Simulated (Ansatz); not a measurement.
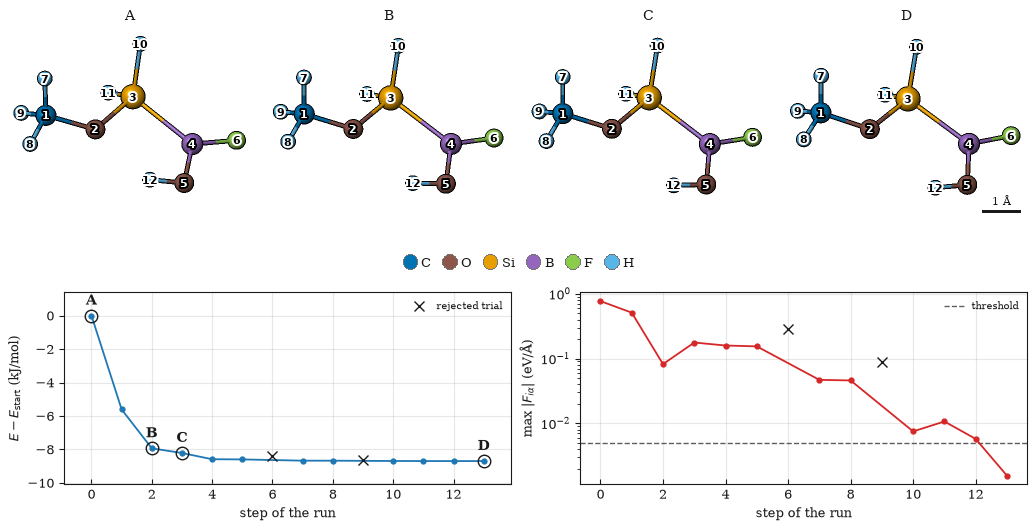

Frames of a relaxation of CH₆BFO₂Si, marked on the history of the run. Style: ball-and-stick. Shown from a free direction.

The start comes from PBE-D4/def2-SVP.

Computed with Ansatz, RKS PBE0-D4/def2-TZVP. (force threshold 0.005 eV/Å; at most 150 steps)

> Describe the path.

The atom that moves furthest after the best rigid fit is H12 (0.31 Å). Largest moves by element: H 0.31 Å, O 0.18 Å, F 0.15 Å, Si 0.11 Å, C 0.09 Å, B 0.01 Å. Near-neighbour distances that change, for instance: O2–Si3 1.710 → 1.659 Å, O5–H12 0.987 → 0.964 Å, C1–H7 1.114 → 1.096 Å, Si3–H10 1.511 → 1.493 Å. Among the angles between lasting bonds that change: O2–Si3–B4 95.1° → 100.2°, Si3–B4–O5 113.8° → 118.7°, B4–O5–H12 107.7° → 111.3°. Over 11 accepted moves (13 points after the start) the energy falls by 8.69 kJ/mol. The largest force component goes from 0.77 to 0.0016 eV/Å. The line search rejected the trial steps at points 6, 9 of the run. The run took 62 s on 4 threads of Arm Neoverse V1 (shared host). From step 0 to 2: H12 moves most (0.14 Å), energy −7.93 kJ/mol. From step 2 to 3: H12 moves most (0.08 Å), energy −0.28 kJ/mol. From step 3 to 13: H12 moves most (0.09 Å), energy −0.48 kJ/mol.
